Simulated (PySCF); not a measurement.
# C2N2S (Sulfur Dicyanide): the cost of one run

Computed with PySCF 2.14.0, with density-fitted response routines of our own, on a single molecule in the gas phase. Atoms count from 0, in the outputs and in this text.

**1. The molecule as given**

5 atoms, charge 0, multiplicity 1; geometry from: GFN2-xTB. The atoms were then displaced at random by about 0.01 Å, so the start is not that level's minimum.

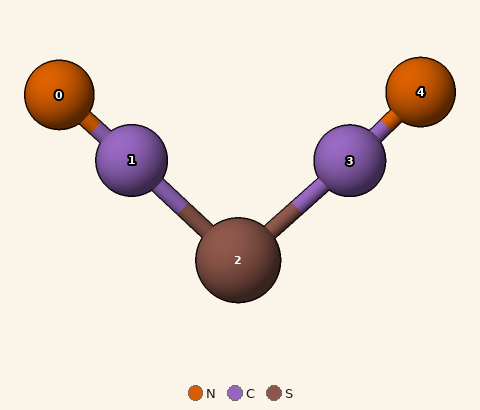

The starting geometry (nitrogen orange, carbon purple, sulfur brown), atoms numbered.

**2. Geometry optimisation at PBE0-D3(BJ)/def2-SVP**

The job: settings as JSON, then the geometry in Å.

```
{"job": {"xc": "PBE0", "basis": "def2-SVP", "d3": "d3bj", "grid": 1, "shake": 0.01, "kind": "geom"}, "charge": 0, "multiplicity": 1}
N     -2.172620    -0.171270     0.009620
C     -1.161680    -0.017570     0.465060
S      0.346310     0.183780     1.173400
C      1.236980     0.038990    -0.286160
N      1.784590    -0.067900    -1.270950
```

On the command line:

```sh
OMP_NUM_THREADS=1 python probes_run.py task.json out
```

This one command runs all jobs of the session in turn.

Q: Estimate the wall time and peak memory of this first job on 1 thread of Arm Neoverse N1, shared host.

About 13 s, with a peak of 0.32 GiB.
